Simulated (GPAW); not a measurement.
# Quasiparticle gap of CdSe (Cadmoselite) in GPAW, part 2 of 2

How does a plane-wave GW calculation on CdSe (Cadmoselite) run from the first input to the gap?

GPAW 26.7.0; LDA and many-body steps on it, plane waves. Known limits of the many-body steps: not at the basis limit; no spin-orbit coupling; coarse k mesh.

So far. Step 3 (Bands along the symmetry lines): The gap is 0.423 eV, as in the run before at this level. Step 4 (Empty states on the mesh, 3×3×2 mesh, 1018 bands): On this mesh the gap is 0.423 eV.

The database entry behind the starting cell differs from later determinations by our own check (inner coordinate of an old entry), so it need not match the best structure at ambient conditions.

## (5) Screening and self-energy, 3×3×2 mesh, 468 bands, screening to 150 eV

G0W0 replaces the xc potential by the self-energy, built once from these orbitals. Only a window of levels is corrected, while the sums run over the empty bands that the input names.

This step: G0W0 on LDA, plane waves, PAW.

Contents of run.py:

```python
import json
import numpy as np
from gpaw.mpi import world
from gpaw.response.g0w0 import G0W0

gw = G0W0('full.gpw',
    filename='gw',
    kpts=[0],
    bands=(16, 20),
    ecut=150,
    nbands=468,
    integrate_gamma='WS',
    ppa=True)
gw.calculate()
res = {mode: {k: v for k, v in r.items() if k != 'sigma_eskwn'}
       for mode, r in gw.all_results.items()}

if world.rank == 0:
    with open('result.json', 'w') as f:
        json.dump(res, f, default=lambda x: x.tolist())
```

Started as:

```sh
$ mpirun -n 4 gpaw python run.py
```

Numbers of over 12 decimals in the logs are rounded to 6 here.

What it wrote:

```text
Using integrator: PointIntegrator
FrequencyGridDescriptor(from 0.000+0.000j to 0.000+27.211j eV, 2 points)
Nonperiodic BCs:  [False False False]
Using integrator: PointIntegrator
FrequencyGridDescriptor(from 0.000+0.000j to 0.000+27.211j eV, 2 points)
Nonperiodic BCs:  [False False False]
  ___  _ _ _
 |   || | | |
 | | || | | |
 |__ ||_____|
 |___|

BZ k-points: Symmetries present (total): 6

  [... matrices ...]
18 k-points: 3 x 3 x 2 Monkhorst-Pack grid + [0.000000,0.000000,1/4]
6 k-points in the irreducible part of the Brillouin zone
       k-points in crystal coordinates                weights
   0:     0.00000000    0.00000000    0.00000000          1/18
   1:     0.00000000    0.00000000    0.50000000          1/18
   2:     0.33333333    0.00000000    0.00000000          6/18
   3:     0.33333333    0.00000000    0.50000000          6/18
   4:     0.33333333    0.33333333    0.00000000          2/18
   5:     0.33333333    0.33333333    0.50000000          2/18

Distributing spins, k-points and bands (1 x 1 x 4) over 4 processes
Number of blocks: 1

Quasi particle states:
k-points (IBZ indices): [0]
Band range: (16, 20)
  [... matrices ...]
Computational parameters:
Plane wave cut-off: 150 eV
Number of bands: 468
Coulomb cutoff: None
Broadening: 0.1 eV

fxc modes: GW
Kernel: RPA
Using Godby-Needs plasmon-pole approximation:
  Fitting energy: i*E0, E0 = 1.000 Hartree
Summing all q:

Calculating screened Coulomb potential
No Coulomb truncation
FrequencyGridDescriptor(from 0.000+0.000j to 0.000+27.211j eV, 2 points)
Removing empty qpoint cache files...

Calculating chi0 body with:
    Ground state adapter containing:
    Number of spins: 1
    Number of kpoints: 18
    Number of irreducible kpoints: 6
    Number of completely occupied states: 18
    Number of partially occupied states: 18
    Occupied states memory: 5.537109375 M / cpu

    Linear response parametrization:
    q_c: [0.0, 0.0, 0.0]
    Number of frequency points: 2
    Planewave cutoff: 150.0
    Number of bands: 468
    Number of planewaves: 465
    Broadening (eta): 1e-06
    comm.size: 4
    kncomm.size: 4
    blockcomm.size: 1

    Memory estimate of potentially large arrays:
        chi0_wGG: 6.598663 M / cpu
Integrating chi0 body.

Symmetries of q_c:
    Direct symmetries (Uq -> q): 6
    Indirect symmetries (TUq -> q): 6
In total 12 allowed symmetries.

  [... matrices ...]
6 groups of equivalent kpoints. 66.666667% reduction.

Integral kind: response function
Integrating chi0 head and wings.

Symmetries of q_c:
    Direct symmetries (Uq -> q): 6
    Indirect symmetries (TUq -> q): 6
In total 12 allowed symmetries.

  [... matrices ...]
6 groups of equivalent kpoints. 66.666667% reduction.

Integral kind: response function wings

Calculating chi0 body with:
    Ground state adapter containing:
    Number of spins: 1
    Number of kpoints: 18
    Number of irreducible kpoints: 6
    Number of completely occupied states: 18
    Number of partially occupied states: 18
    Occupied states memory: 5.537109375 M / cpu

[... the further q-points ...]

Results:
f:      Occupation numbers
eps:     KS-eigenvalues [eV]
vxc:     KS vxc [eV]
exx:     Exact exchange [eV]
sigma:   Self-energies [eV]
dsigma:  Self-energy derivatives
Z:       Renormalization factors
qp:      QP-energies [eV]

k-point 0 (0): (0.000, 0.000, 0.000)                GW
band       f     eps     vxc     exx   sigma  dsigma       Z      qp
                                                                   GW
  16   1.000   3.318 -17.911 -20.309   1.910  -0.274   0.785   2.934
  17   1.000   3.318 -17.911 -20.309   1.910  -0.274   0.785   2.934
  18   0.000   3.741 -13.595  -9.392  -3.548  -0.244   0.804   4.268
  19   0.000   5.208 -13.016  -8.331  -3.992  -0.245   0.803   5.764
```

It took 2.7 min on 4 MPI ranks of AMD EPYC 7R43, shared host; peak memory 2.3 GiB; 11 min of CPU time.

This step gave:

```yaml
g0w0_gap_on_the_points_computed: 1.334 eV
least_direct_g0w0_gap_on_the_computed_points: 1.334 eV
z_at_the_valence_top: 0.7847
z_at_the_conduction_bottom: 0.8040
starting_gap_on_the_mesh: 0.4228 eV
k_of_the_valence_top: 0, 0, 0
k_of_the_conduction_bottom: 0, 0, 0
```

The gap on the mesh goes from 0.42 eV to 1.33 eV, a correction of +0.91 eV.

Limits: finite bands, cutoff and mesh; no spin-orbit coupling; coarse k mesh. v1 is the top filled band, c1 the lowest empty one. Levels before and after the correction, in eV, zero at the valence-band top of each column:

|  | conduction bottom | valence top |
| --- | --- | --- |
| Kohn-Sham | 0.42 | 0.00 |
| G0W0 | 1.33 | 0.00 |

|  | level | energy (eV) |
| --- | --- | --- |
| Kohn-Sham | Γ v2-v1 | 0.000 |
| Kohn-Sham | Γ c1 | 0.423 |
| Kohn-Sham | Γ c2 | 1.890 |
| G0W0 | Γ v2-v1 | 0.000 |
| G0W0 | Γ c1 | 1.334 |
| G0W0 | Γ c2 | 2.830 |

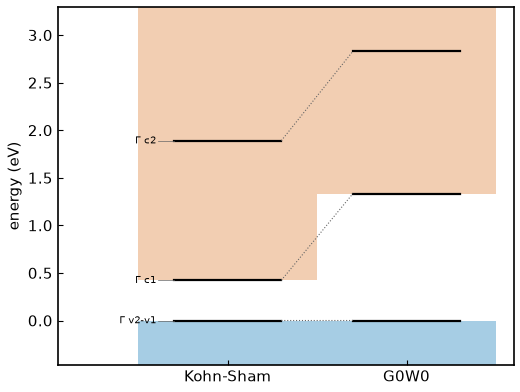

Levels before and after the correction. Shaded: valence and conduction bands.

## (6) Where the time went

Times are wall times on 4 MPI ranks of AMD EPYC 7R43, shared host, good to a factor of about two.

| step | time | share | memory (GiB) |
| --- | --- | --- | --- |
| ground state | 11 s | 5 % | 0.76 |
| bands along the symmetry lines | 21 s | 9 % | 0.89 |
| empty states on the mesh | 31 s | 14 % | 2.4 |
| screening and self-energy | 2.7 min | 72 % | 2.3 |

## (7) What came out

```
LDA gap              : 0.42 eV, direct
G0W0 gap on the mesh : 1.33 eV
GW settings          : 3×3×2 mesh, 468 bands, screening to 150 eV, Godby-Needs plasmon pole
known limits         : not at the basis limit; no spin-orbit coupling; coarse k mesh
```

What this shows: G0W0 moves the gap on the mesh from 0.42 eV to 1.33 eV (+0.91 eV), with Z of 0.78 and 0.80 at the edges. Only 1 of the mesh's irreducible points was corrected, so a valley elsewhere could overtake. The dearest step here is «screening and self-energy». Bands and cutoff are finite, so the gap is not at the basis limit. The miss can reach some tenths of an eV and take either sign; the mesh is an error of its own. These stock PAW sets were not made for GW; the filled d or f shell of Se lies in the frozen core, which bears on start and correction. In the G0W0 run levels were corrected at 1 k point alone, so a gap called «on the mesh» is the least over those, and an edge elsewhere would be missed. The 3×3×2 mesh is coarse for this cell, which bears on the long-range parts of exchange and screening. The many-body steps are scalar-relativistic: spin-orbit coupling is not in them.

[Paths, hosts, dates, memory and timing lines, banners, echoed tables and standing remarks are left out of the program output.]

[Logs are printed without paths, hosts, clocks, repeated set-up lines and the standing remarks that a program may print on its own settings, such as how far it seeks lower states.]

[Runs of the session that timed out or met a known fault of the program may be left out.]

[Hosts, paths, dates, database ids (printed as entryN), source tags and the programs' standing remarks are cut or masked in the printed files.]
